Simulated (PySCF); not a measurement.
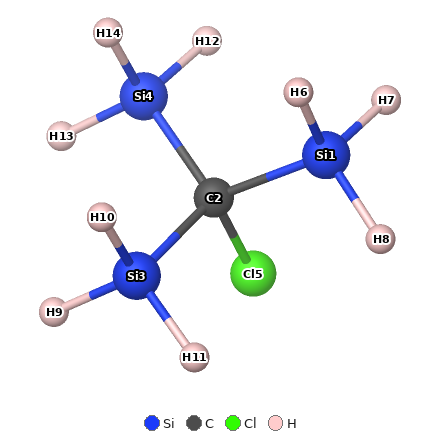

CH₉ClSi₃, SMILES [SiH3]C([SiH3])([SiH3])Cl. Vertical core-electron binding energies by ΔSCF (SCAN, pcX-2 on the ionised atom, pcseg-1 elsewhere, spin-free X2C; PySCF, at a PBE0-D3(BJ)/def2-SVP geometry (no frequency check)), gas phase, against the vacuum level. One atom of each kind was ionised; within a panel, areas follow the number of like atoms and 2j + 1 (2p levels are split by first-order spin-orbit coupling, an approximation), each panel is scaled alone, Gaussians of 0.8 eV full width. Only the regions named are shown. Lines closer than the width merge in the curve.

### Predict the Si 2p, Cl 2p and Cl 1s photoelectron lines.

| level | atoms | binding energy (eV) |
| --- | --- | --- |
| Si 2p1/2 | Si1, Si3, Si4 | 107.6 |
| Si 2p3/2 | Si1, Si3, Si4 | 107.0 |
| Cl 2p1/2 | Cl5 | 207.5 |
| Cl 2p3/2 | Cl5 | 205.8 |
| Cl 1s | Cl5 | 2828.4 |

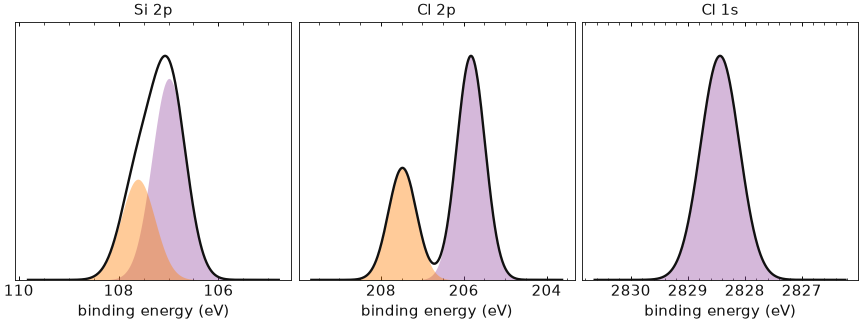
